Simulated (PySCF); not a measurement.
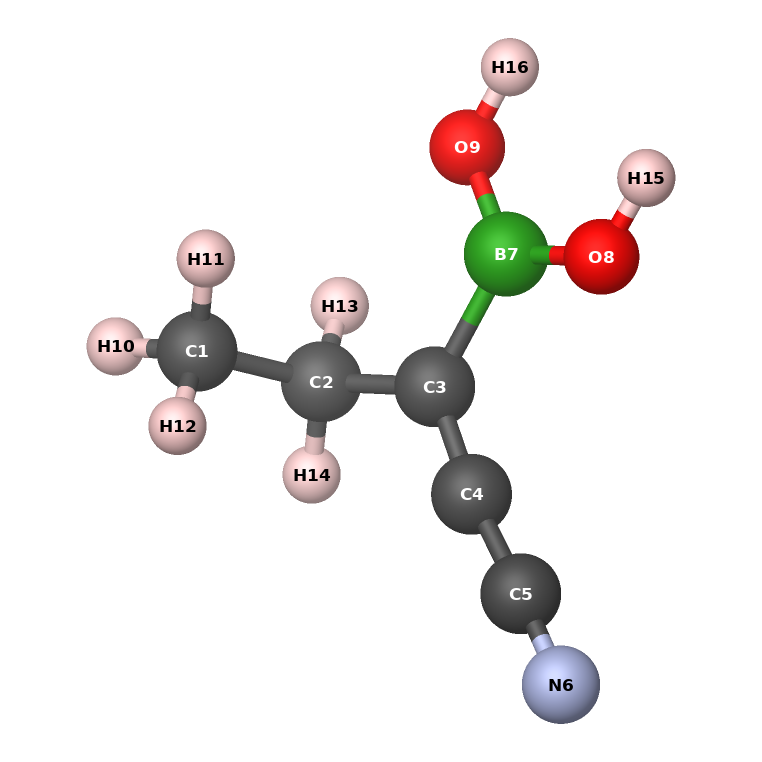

State: neutral, doublet. Computed geometry: GFN2-xTB optimisation. No frequency run is at hand to confirm it as a minimum. Method: UKS B3LYP, pcH-1 on B C H N O, non-relativistic (PySCF 2.14.0).

Give the isotropic hyperfine couplings (Fermi-contact term alone) of C1, C2, C3, C4, C5, N6, B7, O8, O9, H10, H11, H12, H13, H14, H15, H16.

```tsv
atom	isotope	a_iso (MHz)
C1	13C	−7.5
C2	13C	66.0
C3	13C	−43.5
C4	13C	72.3
C5	13C	−63.5
N6	14N	11.5
B7	11B	75.3
O8	17O	2.0
O9	17O	−14.0
H10	1H	2.3
H11	1H	0.5
H12	1H	0.8
H13	1H	−0.8
H14	1H	−6.5
H15	1H	−0.4
H16	1H	8.2
```

The geometry is semi-empirical. Around B such bond lengths and angles can be off by a tenth of an ångström or more and by several degrees, and values that hang on the shape move with them.
